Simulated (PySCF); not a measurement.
CH5InO: frequency calculation (part 3 of 4)

The same run, continued: CH5InO; HF/STO-3G, RHF, dispersion D3(BJ), IEF-PCM solvent benzene (PySCF 2.14.0). The geometry was optimised with HF/STO-3G symmetrised.

Geometry of the input (Å):
```
C  -1.0167  2.0095  -0.8608
O  -1.1906  0.6678  -0.4509
In 0.2845  -0.3538  0.1721
H  -1.9729  2.4299  -1.1909
H  -0.3180  2.1173  -1.7056
H  -0.6450  2.6594  -0.0679
H  1.6857  0.3637  0.2058
H  -0.1409  -1.8160  0.5731
```

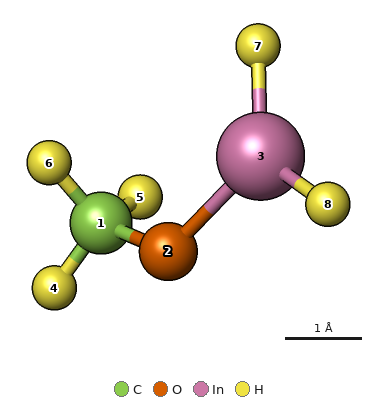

Figure 1. The structure as given in the input (ball-and-stick view, seen at a tilt; atoms are numbered from 1 in the order of the input). Sticks mark near contacts.

### Output, continued
```
   2 O     -1.190648000000   0.667844000000  -0.450946000000 AA   -2.249998630761   1.262042253934  -0.852164436968 Bohr
   3 In     0.284473000000  -0.353778000000   0.172069000000 AA    0.537576059833  -0.668543528896   0.325163284528 Bohr
   4 H     -1.972896000000   2.429937000000  -1.190916000000 AA   -3.728233112250   4.591915429947  -2.250505077363 Bohr
   5 H     -0.318022000000   2.117267000000  -1.705634000000 AA   -0.600974481586   4.001054762579  -3.223181128746 Bohr
   6 H     -0.645029708228   2.659410000000  -0.067916000000 AA   -1.218929490759   5.025556552930  -0.128342639476 Bohr
   7 H      1.685679000000   0.363690000000   0.205840000000 AA    3.185471643931   0.687274494243   0.388981225480 Bohr
   8 H     -0.140888000000  -1.815988000000   0.573144000000 AA   -0.266239734238  -3.431719965497   1.083085189938 Bohr
New geometry
   1 C     -1.016652000000   2.009460000000  -0.860804000000 AA   -1.921193843991   3.797329058269  -1.626683806930 Bohr
   2 O     -1.190648000000   0.667844000000  -0.450946000000 AA   -2.249998630761   1.262042253934  -0.852164436968 Bohr
   3 In     0.284473000000  -0.353778000000   0.172069000000 AA    0.537576059833  -0.668543528896   0.325163284528 Bohr
   4 H     -1.972896000000   2.429937000000  -1.190916000000 AA   -3.728233112250   4.591915429947  -2.250505077363 Bohr
   5 H     -0.318022000000   2.117267000000  -1.705634000000 AA   -0.600974481586   4.001054762579  -3.223181128746 Bohr
   6 H     -0.645040291772   2.659410000000  -0.067916000000 AA   -1.218949490759   5.025556552930  -0.128342639476 Bohr
   7 H      1.685679000000   0.363690000000   0.205840000000 AA    3.185471643931   0.687274494243   0.388981225480 Bohr
   8 H     -0.140888000000  -1.815988000000   0.573144000000 AA   -0.266239734238  -3.431719965497   1.083085189938 Bohr
New geometry
   1 C     -1.016652000000   2.009460000000  -0.860804000000 AA   -1.921193843991   3.797329058269  -1.626683806930 Bohr
   2 O     -1.190648000000   0.667844000000  -0.450946000000 AA   -2.249998630761   1.262042253934  -0.852164436968 Bohr
   3 In     0.284473000000  -0.353778000000   0.172069000000 AA    0.537576059833  -0.668543528896   0.325163284528 Bohr
   4 H     -1.972896000000   2.429937000000  -1.190916000000 AA   -3.728233112250   4.591915429947  -2.250505077363 Bohr
   5 H     -0.318022000000   2.117267000000  -1.705634000000 AA   -0.600974481586   4.001054762579  -3.223181128746 Bohr
   6 H     -0.645035000000   2.659415291772  -0.067916000000 AA   -1.218939490759   5.025566552930  -0.128342639476 Bohr
   7 H      1.685679000000   0.363690000000   0.205840000000 AA    3.185471643931   0.687274494243   0.388981225480 Bohr
   8 H     -0.140888000000  -1.815988000000   0.573144000000 AA   -0.266239734238  -3.431719965497   1.083085189938 Bohr
New geometry
   1 C     -1.016652000000   2.009460000000  -0.860804000000 AA   -1.921193843991   3.797329058269  -1.626683806930 Bohr
   2 O     -1.190648000000   0.667844000000  -0.450946000000 AA   -2.249998630761   1.262042253934  -0.852164436968 Bohr
   3 In     0.284473000000  -0.353778000000   0.172069000000 AA    0.537576059833  -0.668543528896   0.325163284528 Bohr
   4 H     -1.972896000000   2.429937000000  -1.190916000000 AA   -3.728233112250   4.591915429947  -2.250505077363 Bohr
   5 H     -0.318022000000   2.117267000000  -1.705634000000 AA   -0.600974481586   4.001054762579  -3.223181128746 Bohr
   6 H     -0.645035000000   2.659404708228  -0.067916000000 AA   -1.218939490759   5.025546552930  -0.128342639476 Bohr
   7 H      1.685679000000   0.363690000000   0.205840000000 AA    3.185471643931   0.687274494243   0.388981225480 Bohr
   8 H     -0.140888000000  -1.815988000000   0.573144000000 AA   -0.266239734238  -3.431719965497   1.083085189938 Bohr
New geometry
   1 C     -1.016652000000   2.009460000000  -0.860804000000 AA   -1.921193843991   3.797329058269  -1.626683806930 Bohr
   2 O     -1.190648000000   0.667844000000  -0.450946000000 AA   -2.249998630761   1.262042253934  -0.852164436968 Bohr
   3 In     0.284473000000  -0.353778000000   0.172069000000 AA    0.537576059833  -0.668543528896   0.325163284528 Bohr
   4 H     -1.972896000000   2.429937000000  -1.190916000000 AA   -3.728233112250   4.591915429947  -2.250505077363 Bohr
   5 H     -0.318022000000   2.117267000000  -1.705634000000 AA   -0.600974481586   4.001054762579  -3.223181128746 Bohr
   6 H     -0.645035000000   2.659410000000  -0.067910708228 AA   -1.218939490759   5.025556552930  -0.128332639476 Bohr
   7 H      1.685679000000   0.363690000000   0.205840000000 AA    3.185471643931   0.687274494243   0.388981225480 Bohr
   8 H     -0.140888000000  -1.815988000000   0.573144000000 AA   -0.266239734238  -3.431719965497   1.083085189938 Bohr
New geometry
   1 C     -1.016652000000   2.009460000000  -0.860804000000 AA   -1.921193843991   3.797329058269  -1.626683806930 Bohr
   2 O     -1.190648000000   0.667844000000  -0.450946000000 AA   -2.249998630761   1.262042253934  -0.852164436968 Bohr
   3 In     0.284473000000  -0.353778000000   0.172069000000 AA    0.537576059833  -0.668543528896   0.325163284528 Bohr
   4 H     -1.972896000000   2.429937000000  -1.190916000000 AA   -3.728233112250   4.591915429947  -2.250505077363 Bohr
   5 H     -0.318022000000   2.117267000000  -1.705634000000 AA   -0.600974481586   4.001054762579  -3.223181128746 Bohr
   6 H     -0.645035000000   2.659410000000  -0.067921291772 AA   -1.218939490759   5.025556552930  -0.128352639476 Bohr
   7 H      1.685679000000   0.363690000000   0.205840000000 AA    3.185471643931   0.687274494243   0.388981225480 Bohr
   8 H     -0.140888000000  -1.815988000000   0.573144000000 AA   -0.266239734238  -3.431719965497   1.083085189938 Bohr
New geometry
   1 C     -1.016652000000   2.009460000000  -0.860804000000 AA   -1.921193843991   3.797329058269  -1.626683806930 Bohr
   2 O     -1.190648000000   0.667844000000  -0.450946000000 AA   -2.249998630761   1.262042253934  -0.852164436968 Bohr
   3 In     0.284473000000  -0.353778000000   0.172069000000 AA    0.537576059833  -0.668543528896   0.325163284528 Bohr
   4 H     -1.972896000000   2.429937000000  -1.190916000000 AA   -3.728233112250   4.591915429947  -2.250505077363 Bohr
   5 H     -0.318022000000   2.117267000000  -1.705634000000 AA   -0.600974481586   4.001054762579  -3.223181128746 Bohr
   6 H     -0.645035000000   2.659410000000  -0.067916000000 AA   -1.218939490759   5.025556552930  -0.128342639476 Bohr
   7 H      1.685684291772   0.363690000000   0.205840000000 AA    3.185481643931   0.687274494243   0.388981225480 Bohr
   8 H     -0.140888000000  -1.815988000000   0.573144000000 AA   -0.266239734238  -3.431719965497   1.083085189938 Bohr
New geometry
   1 C     -1.016652000000   2.009460000000  -0.860804000000 AA   -1.921193843991   3.797329058269  -1.626683806930 Bohr
   2 O     -1.190648000000   0.667844000000  -0.450946000000 AA   -2.249998630761   1.262042253934  -0.852164436968 Bohr
   3 In     0.284473000000  -0.353778000000   0.172069000000 AA    0.537576059833  -0.668543528896   0.325163284528 Bohr
   4 H     -1.972896000000   2.429937000000  -1.190916000000 AA   -3.728233112250   4.591915429947  -2.250505077363 Bohr
   5 H     -0.318022000000   2.117267000000  -1.705634000000 AA   -0.600974481586   4.001054762579  -3.223181128746 Bohr
   6 H     -0.645035000000   2.659410000000  -0.067916000000 AA   -1.218939490759   5.025556552930  -0.128342639476 Bohr
   7 H      1.685673708228   0.363690000000   0.205840000000 AA    3.185461643931   0.687274494243   0.388981225480 Bohr
   8 H     -0.140888000000  -1.815988000000   0.573144000000 AA   -0.266239734238  -3.431719965497   1.083085189938 Bohr
New geometry
   1 C     -1.016652000000   2.009460000000  -0.860804000000 AA   -1.921193843991   3.797329058269  -1.626683806930 Bohr
   2 O     -1.190648000000   0.667844000000  -0.450946000000 AA   -2.249998630761   1.262042253934  -0.852164436968 Bohr
   3 In     0.284473000000  -0.353778000000   0.172069000000 AA    0.537576059833  -0.668543528896   0.325163284528 Bohr
   4 H     -1.972896000000   2.429937000000  -1.190916000000 AA   -3.728233112250   4.591915429947  -2.250505077363 Bohr
   5 H     -0.318022000000   2.117267000000  -1.705634000000 AA   -0.600974481586   4.001054762579  -3.223181128746 Bohr
   6 H     -0.645035000000   2.659410000000  -0.067916000000 AA   -1.218939490759   5.025556552930  -0.128342639476 Bohr
   7 H      1.685679000000   0.363695291772   0.205840000000 AA    3.185471643931   0.687284494243   0.388981225480 Bohr
   8 H     -0.140888000000  -1.815988000000   0.573144000000 AA   -0.266239734238  -3.431719965497   1.083085189938 Bohr
New geometry
   1 C     -1.016652000000   2.009460000000  -0.860804000000 AA   -1.921193843991   3.797329058269  -1.626683806930 Bohr
   2 O     -1.190648000000   0.667844000000  -0.450946000000 AA   -2.249998630761   1.262042253934  -0.852164436968 Bohr
   3 In     0.284473000000  -0.353778000000   0.172069000000 AA    0.537576059833  -0.668543528896   0.325163284528 Bohr
   4 H     -1.972896000000   2.429937000000  -1.190916000000 AA   -3.728233112250   4.591915429947  -2.250505077363 Bohr
   5 H     -0.318022000000   2.117267000000  -1.705634000000 AA   -0.600974481586   4.001054762579  -3.223181128746 Bohr
   6 H     -0.645035000000   2.659410000000  -0.067916000000 AA   -1.218939490759   5.025556552930  -0.128342639476 Bohr
   7 H      1.685679000000   0.363684708228   0.205840000000 AA    3.185471643931   0.687264494243   0.388981225480 Bohr
   8 H     -0.140888000000  -1.815988000000   0.573144000000 AA   -0.266239734238  -3.431719965497   1.083085189938 Bohr
New geometry
   1 C     -1.016652000000   2.009460000000  -0.860804000000 AA   -1.921193843991   3.797329058269  -1.626683806930 Bohr
   2 O     -1.190648000000   0.667844000000  -0.450946000000 AA   -2.249998630761   1.262042253934  -0.852164436968 Bohr
   3 In     0.284473000000  -0.353778000000   0.172069000000 AA    0.537576059833  -0.668543528896   0.325163284528 Bohr
   4 H     -1.972896000000   2.429937000000  -1.190916000000 AA   -3.728233112250   4.591915429947  -2.250505077363 Bohr
   5 H     -0.318022000000   2.117267000000  -1.705634000000 AA   -0.600974481586   4.001054762579  -3.223181128746 Bohr
   6 H     -0.645035000000   2.659410000000  -0.067916000000 AA   -1.218939490759   5.025556552930  -0.128342639476 Bohr
   7 H      1.685679000000   0.363690000000   0.205845291772 AA    3.185471643931   0.687274494243   0.388991225480 Bohr
   8 H     -0.140888000000  -1.815988000000   0.573144000000 AA   -0.266239734238  -3.431719965497   1.083085189938 Bohr
New geometry
   1 C     -1.016652000000   2.009460000000  -0.860804000000 AA   -1.921193843991   3.797329058269  -1.626683806930 Bohr
   2 O     -1.190648000000   0.667844000000  -0.450946000000 AA   -2.249998630761   1.262042253934  -0.852164436968 Bohr
   3 In     0.284473000000  -0.353778000000   0.172069000000 AA    0.537576059833  -0.668543528896   0.325163284528 Bohr
   4 H     -1.972896000000   2.429937000000  -1.190916000000 AA   -3.728233112250   4.591915429947  -2.250505077363 Bohr
   5 H     -0.318022000000   2.117267000000  -1.705634000000 AA   -0.600974481586   4.001054762579  -3.223181128746 Bohr
   6 H     -0.645035000000   2.659410000000  -0.067916000000 AA   -1.218939490759   5.025556552930  -0.128342639476 Bohr
   7 H      1.685679000000   0.363690000000   0.205834708228 AA    3.185471643931   0.687274494243   0.388971225480 Bohr
   8 H     -0.140888000000  -1.815988000000   0.573144000000 AA   -0.266239734238  -3.431719965497   1.083085189938 Bohr
New geometry
   1 C     -1.016652000000   2.009460000000  -0.860804000000 AA   -1.921193843991   3.797329058269  -1.626683806930 Bohr
   2 O     -1.190648000000   0.667844000000  -0.450946000000 AA   -2.249998630761   1.262042253934  -0.852164436968 Bohr
   3 In     0.284473000000  -0.353778000000   0.172069000000 AA    0.537576059833  -0.668543528896   0.325163284528 Bohr
   4 H     -1.972896000000   2.429937000000  -1.190916000000 AA   -3.728233112250   4.591915429947  -2.250505077363 Bohr
   5 H     -0.318022000000   2.117267000000  -1.705634000000 AA   -0.600974481586   4.001054762579  -3.223181128746 Bohr
   6 H     -0.645035000000   2.659410000000  -0.067916000000 AA   -1.218939490759   5.025556552930  -0.128342639476 Bohr
   7 H      1.685679000000   0.363690000000   0.205840000000 AA    3.185471643931   0.687274494243   0.388981225480 Bohr
   8 H     -0.140882708228  -1.815988000000   0.573144000000 AA   -0.266229734238  -3.431719965497   1.083085189938 Bohr
New geometry
   1 C     -1.016652000000   2.009460000000  -0.860804000000 AA   -1.921193843991   3.797329058269  -1.626683806930 Bohr
   2 O     -1.190648000000   0.667844000000  -0.450946000000 AA   -2.249998630761   1.262042253934  -0.852164436968 Bohr
   3 In     0.284473000000  -0.353778000000   0.172069000000 AA    0.537576059833  -0.668543528896   0.325163284528 Bohr
   4 H     -1.972896000000   2.429937000000  -1.190916000000 AA   -3.728233112250   4.591915429947  -2.250505077363 Bohr
   5 H     -0.318022000000   2.117267000000  -1.705634000000 AA   -0.600974481586   4.001054762579  -3.223181128746 Bohr
   6 H     -0.645035000000   2.659410000000  -0.067916000000 AA   -1.218939490759   5.025556552930  -0.128342639476 Bohr
   7 H      1.685679000000   0.363690000000   0.205840000000 AA    3.185471643931   0.687274494243   0.388981225480 Bohr
   8 H     -0.140893291772  -1.815988000000   0.573144000000 AA   -0.266249734238  -3.431719965497   1.083085189938 Bohr
New geometry
   1 C     -1.016652000000   2.009460000000  -0.860804000000 AA   -1.921193843991   3.797329058269  -1.626683806930 Bohr
   2 O     -1.190648000000   0.667844000000  -0.450946000000 AA   -2.249998630761   1.262042253934  -0.852164436968 Bohr
   3 In     0.284473000000  -0.353778000000   0.172069000000 AA    0.537576059833  -0.668543528896   0.325163284528 Bohr
   4 H     -1.972896000000   2.429937000000  -1.190916000000 AA   -3.728233112250   4.591915429947  -2.250505077363 Bohr
   5 H     -0.318022000000   2.117267000000  -1.705634000000 AA   -0.600974481586   4.001054762579  -3.223181128746 Bohr
   6 H     -0.645035000000   2.659410000000  -0.067916000000 AA   -1.218939490759   5.025556552930  -0.128342639476 Bohr
   7 H      1.685679000000   0.363690000000   0.205840000000 AA    3.185471643931   0.687274494243   0.388981225480 Bohr
   8 H     -0.140888000000  -1.815982708228   0.573144000000 AA   -0.266239734238  -3.431709965497   1.083085189938 Bohr
New geometry
   1 C     -1.016652000000   2.009460000000  -0.860804000000 AA   -1.921193843991   3.797329058269  -1.626683806930 Bohr
   2 O     -1.190648000000   0.667844000000  -0.450946000000 AA   -2.249998630761   1.262042253934  -0.852164436968 Bohr
   3 In     0.284473000000  -0.353778000000   0.172069000000 AA    0.537576059833  -0.668543528896   0.325163284528 Bohr
   4 H     -1.972896000000   2.429937000000  -1.190916000000 AA   -3.728233112250   4.591915429947  -2.250505077363 Bohr
   5 H     -0.318022000000   2.117267000000  -1.705634000000 AA   -0.600974481586   4.001054762579  -3.223181128746 Bohr
   6 H     -0.645035000000   2.659410000000  -0.067916000000 AA   -1.218939490759   5.025556552930  -0.128342639476 Bohr
   7 H      1.685679000000   0.363690000000   0.205840000000 AA    3.185471643931   0.687274494243   0.388981225480 Bohr
   8 H     -0.140888000000  -1.815993291772   0.573144000000 AA   -0.266239734238  -3.431729965497   1.083085189938 Bohr
New geometry
   1 C     -1.016652000000   2.009460000000  -0.860804000000 AA   -1.921193843991   3.797329058269  -1.626683806930 Bohr
   2 O     -1.190648000000   0.667844000000  -0.450946000000 AA   -2.249998630761   1.262042253934  -0.852164436968 Bohr
   3 In     0.284473000000  -0.353778000000   0.172069000000 AA    0.537576059833  -0.668543528896   0.325163284528 Bohr
   4 H     -1.972896000000   2.429937000000  -1.190916000000 AA   -3.728233112250   4.591915429947  -2.250505077363 Bohr
   5 H     -0.318022000000   2.117267000000  -1.705634000000 AA   -0.600974481586   4.001054762579  -3.223181128746 Bohr
   6 H     -0.645035000000   2.659410000000  -0.067916000000 AA   -1.218939490759   5.025556552930  -0.128342639476 Bohr
   7 H      1.685679000000   0.363690000000   0.205840000000 AA    3.185471643931   0.687274494243   0.388981225480 Bohr
   8 H     -0.140888000000  -1.815988000000   0.573149291772 AA   -0.266239734238  -3.431719965497   1.083095189938 Bohr
New geometry
   1 C     -1.016652000000   2.009460000000  -0.860804000000 AA   -1.921193843991   3.797329058269  -1.626683806930 Bohr
   2 O     -1.190648000000   0.667844000000  -0.450946000000 AA   -2.249998630761   1.262042253934  -0.852164436968 Bohr
   3 In     0.284473000000  -0.353778000000   0.172069000000 AA    0.537576059833  -0.668543528896   0.325163284528 Bohr
   4 H     -1.972896000000   2.429937000000  -1.190916000000 AA   -3.728233112250   4.591915429947  -2.250505077363 Bohr
   5 H     -0.318022000000   2.117267000000  -1.705634000000 AA   -0.600974481586   4.001054762579  -3.223181128746 Bohr
   6 H     -0.645035000000   2.659410000000  -0.067916000000 AA   -1.218939490759   5.025556552930  -0.128342639476 Bohr
   7 H      1.685679000000   0.363690000000   0.205840000000 AA    3.185471643931   0.687274494243   0.388981225480 Bohr
   8 H     -0.140888000000  -1.815988000000   0.573138708228 AA   -0.266239734238  -3.431719965497   1.083075189938 Bohr
Mode                                 0                   1                   2
Irrep
Freq [cm^-1]                       27.3834            227.6298            237.4782
Reduced mass [au]                   1.0469              1.8251              1.8107
Force const [Dyne/A]                0.0005              0.0557              0.0602
Char temp [K]                      39.3986            327.5086            341.6783
Normal mode                   x     y     z       x     y     z       x     y     z
```
